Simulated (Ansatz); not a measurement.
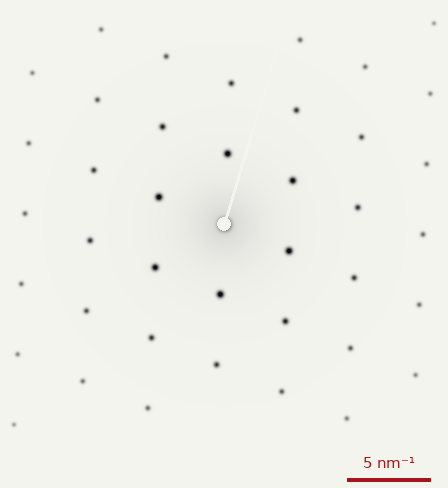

Kinematic zone-axis pattern, calculated for 120 keV electrons with B = 0.5 Å².

It belongs to Au, space group Fm-3m (No. 225), a = 4.08 Å. Structure: the input geometry of an electronic-structure calculation (not necessarily at equilibrium).

```cif
data_structure
_symmetry_space_group_name_H-M 'Fm-3m'
_symmetry_Int_Tables_number 225
_cell_length_a 4.0800
_cell_length_b 4.0800
_cell_length_c 4.0800
_cell_angle_alpha 90.000
_cell_angle_beta 90.000
_cell_angle_gamma 90.000
_cell_volume 67.92
loop_
_atom_site_label
_atom_site_type_symbol
_atom_site_symmetry_multiplicity
_atom_site_Wyckoff_symbol
_atom_site_fract_x
_atom_site_fract_y
_atom_site_fract_z
_atom_site_occupancy
Au1 Au 4 a 0.00000 0.00000 0.00000 1
```

### Determine the zone axis from the geometry of the pattern.

The spots form a centred rectangular net with both shortest vectors at d = 2.36 Å, 70.5° apart. They index as -1 1 -1 and -1 1 1, so the zone axis is [110] (or an equivalent direction of <110>).

### Which reflections of this zone are missing, and why?

The lattice centring (F) removes all reflections that break h + k = 2n, h + l = 2n.

### List the strongest reflections.

Strongest reflections with d > 0.80 Å, one of each family (|F|² from tabulated Gaussian fits of the electron scattering factors, times a small damping for the curvature of the Ewald sphere):

```json
{"hkl": "1 -1 1", "d (Å)": "2.356", "I (strongest = 100)": "100"}
{"hkl": "0 0 2", "d (Å)": "2.040", "I (strongest = 100)": "81"}
{"hkl": "2 -2 0", "d (Å)": "1.442", "I (strongest = 100)": "42"}
{"hkl": "1 -1 3", "d (Å)": "1.230", "I (strongest = 100)": "29"}
{"hkl": "2 -2 2", "d (Å)": "1.178", "I (strongest = 100)": "26"}
{"hkl": "0 0 4", "d (Å)": "1.020", "I (strongest = 100)": "18"}
```
